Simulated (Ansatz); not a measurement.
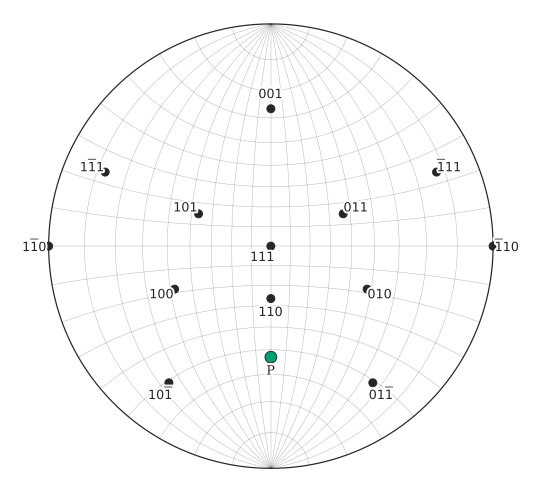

Stereographic projection of plane normals (upper hemisphere) centred on (1 1 1). Crystal: CaYbS2, the geometry relaxed with DFT PBE, scalar-relativistic, plane waves, PAW (Ansatz 0.2.0); the starting structure was generated, so it need not be a known form of this composition. Symmetry computed with spglib at a tolerance of 0.002 Å; standard conventional cell.

a = 3.998 Å, b = 3.998 Å, c = 5.659 Å, α = 90.00°, β = 90.00°, γ = 90.00°.

**Index the pole marked P.**

P is (1 1 −1), 53.1° from the centre.

**What is the angle between the normals of (−1 1 1) and (1 0 0), and what are their d_hkl = 1/|g|?**

129.2°; d = 2.529 Å and 3.998 Å.
